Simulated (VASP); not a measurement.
```
CELL_PARAMETERS angstrom
      0.00000     1.92254     1.92254
      1.92254     0.00000     1.92254
      7.69957     7.69957    -0.00943
ATOMIC_POSITIONS crystal
  Rh 0.99116 0.99116 0.00663
  Rh 0.00884 0.00884 0.24337
  Pt 0.00791 0.00791 0.49407
  Pt 0.99209 0.99209 0.75593
```

Method: PBEsol GGA, VASP's PBE PAW potentials (set 64) (plane waves; VASP 6.6.1). Run with 400 eV cut-off, 15×15×4 Γ-centred mesh, tetrahedra with Blöchl corrections, potentials Rh_pv Pt.

Unless said otherwise, spin-orbit coupling is left out, though it shifts the bands of the heavy elements here.

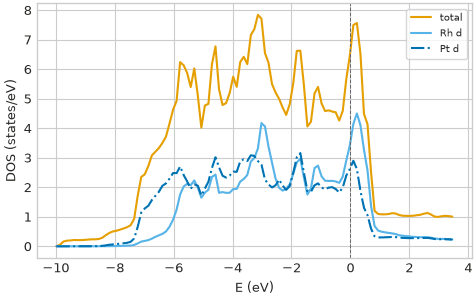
Total and projected density of states, zero at the Fermi level

Within 2 eV below the Fermi level the largest weight inside VASP's projection spheres is Rh d, then Pt d.

It has no gap at this level: it comes out as a metal or semimetal.

The structure was generated: Pt2Rh2 was put into an ordered model structure (R-3m), which need not be its known phase. It was relaxed first.
